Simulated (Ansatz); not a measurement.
**Ligand exchange: SnH2(SH)2 + H2S2 → SnH(SH)3 + H2S**

Gas-phase species: SnH2(SH)2, singlet; H2S2 `SS`, singlet; SnH(SH)3, singlet; H2S (hydrogen sulfide) `S`, singlet. The partners trade H for SH: Sn–H and S–SH bonds give way to Sn–SH and S–H.

Shapes, held fixed at every level: PBE0-D4/def2-TZVP. Flexible molecules stand in one conformer, not always the lowest. Programs: Ansatz 0.2.0. Electronic energies: no zero-point or thermal term.

```
              level                    kind  ΔE (kJ/mol)  less CCSD(T)/def2-TZVPP  CPU time (sum over the molecules)
        HF/def2-SVP            Hartree–Fock       -123.1                     -9.3                                  –
   SPW92/def2-TZVPP                     LDA       -101.4                    +12.4                               10 s
  PBE-D4/def2-TZVPP                     GGA       -103.8                    +10.0                               18 s
B3LYP-D4/def2-TZVPP           global hybrid       -107.9                     +5.9                               37 s
 PBE0-D4/def2-TZVPP           global hybrid       -107.4                     +6.4                               23 s
 wB97M-V/def2-TZVPP  range-separated hybrid       -107.6                     +6.2                               88 s
 wB97X-V/def2-TZVPP  range-separated hybrid       -106.9                     +6.9                               61 s
 CCSD(T)/def2-TZVPP   coupled cluster or CI       -113.8                      0.0                                  –
```

The highest level, CCSD(T)/def2-TZVPP, gives ΔE = -113.8 kJ/mol; the levels span -123.1 to -101.4. The column of differences is taken from that level and isn't an error. No measured value is set beside it here. For atoms past krypton def2 sets carry core potentials with scalar relativity. Outer-core shells of Sn are correlated, in sets that cover them unevenly. CCSD(T)/def2-TZVPP lies outside the range of the other correlated levels here, so it shouldn't be taken on trust. Times are processor times on shared x86 and Arm servers, and rough.

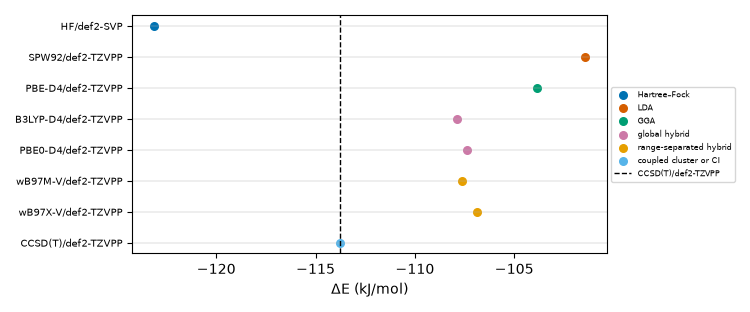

The values of the table, level by level.
